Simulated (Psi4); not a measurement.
# SVWN5/def2-TZVP run of BH2Cl (SMILES BCl)

What is the vertical ionisation energy of BH2Cl at SVWN5/def2-TZVP? 

Program for the calculation: Psi4 1.11.

## Step 1: Starting point

BH2Cl has 4 atoms, charge 0, and is taken as a singlet. SMILES: `BCl`. The shape is that of a PBE0-D4/def2-TZVP optimisation.

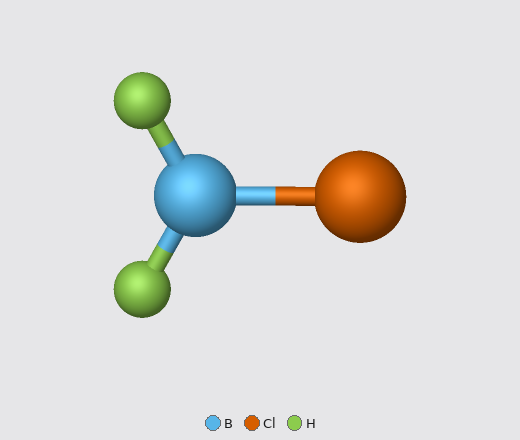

The structure, seen from a chosen angle (boron blue, chlorine orange, hydrogen green).

## Step 2: Energy and gradient at SVWN5/def2-TZVP

bclh2.dat

```
memory 1600 MB

molecule {
  0 1
  B
  Cl 1 1.733129
  H 1 1.190198 2 118.12329
  H 1 1.1901 3 123.74734 2 -179.99888
  symmetry c1
  no_reorient
  no_com
}

set basis def2-TZVP
set puream true
set e_convergence 1e-09
set d_convergence 1e-08
set scf_type pk
set dft_radial_points 99
set dft_spherical_points 590

e_tot, wfn = gradient("scf", dft_functional={"name": "SVWN5", "x_functionals": {"LDA_X": {}}, "c_functionals": {"LDA_C_VWN": {}}}, return_wfn=True)
oeprop(wfn, "LOWDIN_CHARGES", "MULLIKEN_CHARGES", "DIPOLE", title="SCF")
```

Run with:

```sh
$ psi4 -i bclh2.dat -o bclh2.out -n 1
```

bclh2.out:

```text
[...]
  Running in c1 symmetry.
[...]
  Nuclear repulsion =   37.783013219518146
[...]
  Multiplicity = 1
[...]
  Nalpha       = 12
  Nbeta        = 12
[...]
    Number of basis functions: 80
[...]
   @RKS iter   1:  -484.31850350050411   -1.43285e-01   6.77916e-03 ADIIS/DIIS
[...]
   @RKS iter  10:  -484.49246476055123   -3.01270e-12   1.88672e-09 DIIS
[...]
    Orbital Energies [Eh]
    ---------------------
    Doubly Occupied:
       1A   -100.314774     2A     -9.153076     3A     -7.008488
       4A     -7.005702     5A     -7.001199     6A     -6.483055
       7A     -0.780458     8A     -0.472331     9A     -0.365773
      10A     -0.363709    11A     -0.332008    12A     -0.269391
[...]
  @RKS Final Energy:  -484.49246476055123
   => Energetics <=
    Nuclear Repulsion Energy =             37.7830132195181463
    One-Electron Energy =                -744.2666194287278358
    Two-Electron Energy =                 253.1855411691431641
    DFT Exchange-Correlation Energy =     -31.1943997204846646
    Empirical Dispersion Energy =           0.0000000000000000
    VV10 Nonlocal Energy =                  0.0000000000000000
    Total Energy =                       -484.4924647605512291
[...]
  -Total Gradient:
     Atom            X                  Y                   Z
    ------   -----------------  -----------------  -----------------
       1       -0.000001184808    -0.000044894088    -0.008580276331
       2        0.000000302077     0.000003117327     0.005670323906
       3        0.000000481188    -0.004283363640     0.001446197229
       4        0.000000401540     0.004325140214     0.001463850524
[...]
 Multipole Moments:
 ------------------------------------------------------------------------------------
     Multipole            Electronic (a.u.)      Nuclear  (a.u.)        Total (a.u.)
 ------------------------------------------------------------------------------------
 L = 1.  Multiply by 2.5417464519 to convert [e a0] to [Debye]
 Dipole X            :         -0.0000215            0.0000181           -0.0000034
 Dipole Y            :         -0.0001798            0.0001368           -0.0000430
 Dipole Z            :          2.5007883           -2.6457608           -0.1449724
 Magnitude           :                                                    0.1449724
[...]
  Mulliken Charges: (a.u.)
   Center  Symbol    Alpha    Beta     Spin     Total
       1     B     2.51690  2.51690  0.00000 -0.03379
       2    CL     8.52804  8.52804  0.00000 -0.05607
       3     H     0.47754  0.47754  0.00000  0.04492
       4     H     0.47753  0.47753  0.00000  0.04494
   Total alpha = 12.00000, Total beta = 12.00000, Total charge = -0.00000
  Lowdin Charges: (a.u.)
   Center  Symbol    Alpha    Beta     Spin     Total
       1     B     2.84795  2.84795  0.00000 -0.69590
       2    CL     8.19895  8.19895  0.00000  0.60211
[...]
```

Run time: 6.3 s. Hardware: 1 thread of Intel Xeon 6975P-C (Granite Rapids), shared host; peak memory 0.42 GiB.

## Step 3: The doublet cation: a single-point energy at USVWN5/def2-TZVP

bclh2.py

```python
import psi4

psi4.set_memory('1600 MB')
psi4.set_num_threads(1)
psi4.set_output_file('psi4.out', False)

molecule = psi4.geometry("""
1 2
B     -0.22053104     0.04100706    -0.14229638
Cl     2.57947616    -0.74700874     1.36287048
H     -2.09041504    -1.05730177     0.45429016
H     -0.16365028     1.64935296    -1.71322570
units bohr
symmetry c1
no_reorient
no_com
""")

psi4.set_options({
    'basis': 'def2-TZVP',
    'reference': 'uks',
    'puream': True,
    'e_convergence': 1e-09,
    'd_convergence': 1e-08,
    'scf_type': 'pk',
    'dft_radial_points': 99,
    'dft_spherical_points': 590,
    'maxiter': 200,
})

E, wfn = psi4.energy('scf', dft_functional={"name": "SVWN5", "x_functionals": {"LDA_X": {}}, "c_functionals": {"LDA_C_VWN": {}}}, return_wfn=True)
print(f'total energy {E:.8f} hartree = {E * 27.211386:.5f} eV')
```

Run with:

```sh
$ python bclh2.py
```

psi4.out:

```text
[...]
  Running in c1 symmetry.
[...]
  Nuclear repulsion =   37.783015980830257
[...]
  Multiplicity = 2
[...]
  Nalpha       = 12
  Nbeta        = 11
[...]
    Number of basis functions: 80
[...]
   @UKS iter   1:  -483.85845733899271    3.16761e-01   7.05120e-03 ADIIS/DIIS
[...]
   @UKS iter  12:  -484.08290836603237   -1.42109e-12   3.14165e-09 DIIS
[...]
   @S^2 Observed:                7.515424084E-01
[...]
    Orbital Energies [Eh]
    ---------------------
    Alpha Occupied:
       1A   -100.656280     2A     -9.489262     3A     -7.347699
       4A     -7.341975     5A     -7.337842     6A     -6.790444
       7A     -1.096301     8A     -0.773110     9A     -0.676943
      10A     -0.662918    11A     -0.624272    12A     -0.586045
    Alpha Virtual:
      13A     -0.387741    14A     -0.226992    15A     -0.175585
      16A     -0.136381    17A     -0.132757    18A     -0.102262
      19A     -0.093756    20A     -0.078621    21A     -0.012606
      22A      0.009051    23A      0.023206    24A      0.028726
      25A      0.039848    26A      0.116136    27A      0.145676
[...]
  @UKS Final Energy:  -484.08290836603237
   => Energetics <=
    Nuclear Repulsion Energy =             37.7830159808302568
    One-Electron Energy =                -736.7223414399285275
    Two-Electron Energy =                 245.7070619855468863
    DFT Exchange-Correlation Energy =     -30.8506448924809433
    Empirical Dispersion Energy =           0.0000000000000000
    VV10 Nonlocal Energy =                  0.0000000000000000
    Total Energy =                       -484.0829083660323704
[...]
 Multipole Moments:
 ------------------------------------------------------------------------------------
     Multipole            Electronic (a.u.)      Nuclear  (a.u.)        Total (a.u.)
 ------------------------------------------------------------------------------------
 L = 1.  Multiply by 2.5417464519 to convert [e a0] to [Debye]
 Dipole X            :        -39.7017613           40.4943742            0.7926129
 Dipole Y            :         11.6578612          -11.9020621           -0.2442009
 Dipole Z            :        -20.7959772           21.1983807            0.4024035
 Magnitude           :                                                    0.9218448
[...]
```

Standard output:

```text
total energy -484.08290837 hartree = -13172.56688 eV
```

Wall time 7.2 s (1 thread of Intel Xeon 6975P-C (Granite Rapids), shared host); peak memory 0.42 GiB.

## Step 4: Results

At SVWN5/def2-TZVP:

| quantity | value |
| --- | --- |
| singlet BH2Cl: total energy | -484.49246 Eh |
| singlet BH2Cl: dipole moment | 0.37 D |
| singlet BH2Cl: HOMO energy | -7.33 eV |
| singlet BH2Cl: LUMO energy | -3.11 eV |
| singlet BH2Cl: HOMO–LUMO gap | 4.22 eV |
| singlet BH2Cl: largest force on an atom | 0.441 eV/Å |
| doublet cation: total energy | -484.08291 Eh |
| doublet cation: HOMO energy (highest over α and β) | -15.95 eV |
| doublet cation: LUMO energy (lowest over α and β) | -15.01 eV |
| doublet cation: ⟨S²⟩ | 0.752 |
| vertical ionisation energy (to the doublet cation) | 11.145 eV |

What this shows: Removing an electron at fixed nuclei costs 11.14 eV (1075 kJ/mol). The largest force (singlet BH2Cl) is 0.44 eV/Å: the shape isn't a stationary point for this species at this level. −ε(HOMO) before ionisation, 7.33 eV, is 3.81 eV below this ionisation energy. Mulliken charges (singlet BH2Cl) run from -0.06 on Cl2 to +0.04 on H4; they depend strongly on the basis.
